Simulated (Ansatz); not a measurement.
The calculation's input:

```
crystal:
  periodic: [false, false, false]
  atoms:
    - { symbol: B, position_ang: [0.0205, -0.1862, -0.0948] }
    - { symbol: "N", position_ang: [0.1772, 1.6022, 0.0746] }
    - { symbol: C, position_ang: [-1.2511, -0.6966, 0.7028] }
    - { symbol: C, position_ang: [0.3555, -0.6454, -1.572] }
    - { symbol: H, position_ang: [1.2809, 1.3002, 0.7647] }
    - { symbol: S, position_ang: [1.8461, -0.3629, 1.1311] }
    - { symbol: H, position_ang: [0.3472, 2.1106, -0.7799] }
    - { symbol: H, position_ang: [-0.5309, 2.0402, 0.6429] }
    - { symbol: H, position_ang: [-1.3048, -1.7838, 0.722] }
    - { symbol: H, position_ang: [-2.1644, -0.3448, 0.2261] }
    - { symbol: H, position_ang: [-1.2785, -0.3567, 1.7366] }
    - { symbol: H, position_ang: [0.4502, -1.7268, -1.6353] }
    - { symbol: H, position_ang: [1.2864, -0.2225, -1.9433] }
    - { symbol: H, position_ang: [-0.4326, -0.3575, -2.2653] }
    - { symbol: H, position_ang: [1.1985, -0.3699, 2.2899] }
basis:
  gaussian: { orbitals: "6-31G*" }
hamiltonian:
  xc: revpbe
relax:
  f_tol: 0.15
  max_steps: 25
  restrain:
    - { distance: [0, 5], at: 1.89, k: 30.0 }
    - { distance: [4, 1], at: 1.02, k: 30.0 }
    - { distance: [0, 1], at: 2.85, k: 30.0 }
    - { distance: [4, 5], at: 2.66, k: 30.0 }
output:
  orbitals: {}
```

Run with:

```sh
ansatz run input.yaml --threads 2 --pin off --max-ram 3072MiB --backend cpu --events-out ev --progress --plain --runs-dir out
```

The fields are those of the run's last geometry, not of the input's.

Not at a stationary point (largest force 0.5 eV/Å).

Theory: RKS revPBE/6-31G* in Ansatz.

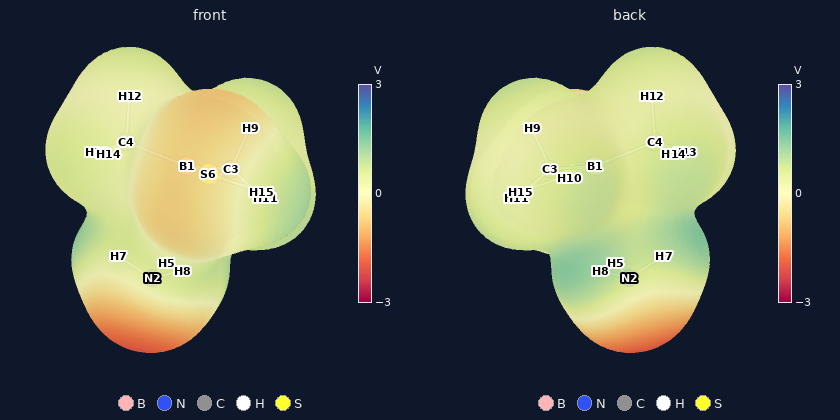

C2H7BS···NH3. The molecular electrostatic potential painted on the density surface at 0.002 e/bohr³, seen from the front and from behind; red is negative and blue positive.

> Where is the surface potential most negative and most positive?

The most negative region (about −2.0 V, or −46 kcal/mol for a unit charge) lies over N2, the most positive (about +1.5 V, or +35 kcal/mol for a unit charge) over H7 and H8. N2 is the likeliest acceptor of a hydrogen bond.
